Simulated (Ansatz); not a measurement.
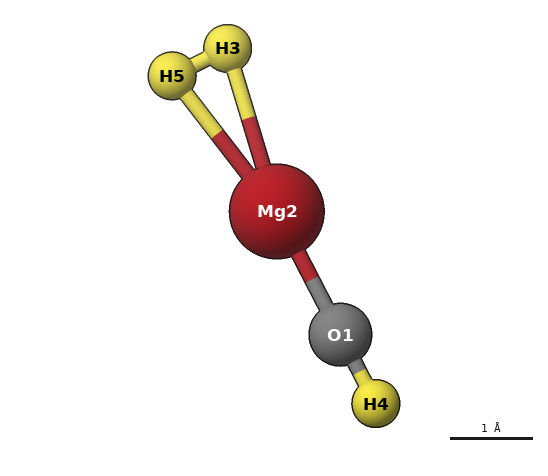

The species has charge +1 and is a spin singlet. The computed structure is the end point of a PBE0-D4/def2-TZVP optimisation. No frequency run is at hand to confirm it as a minimum.

Estimate the angles Mg2–O1–H4, O1–Mg2–H3, H3–Mg2–H5, Mg2–H3–H5.

```csv
angle,degrees
Mg2–O1–H4,179.8
O1–Mg2–H3,169.4
H3–Mg2–H5,21.0
Mg2–H3–H5,79.5
```
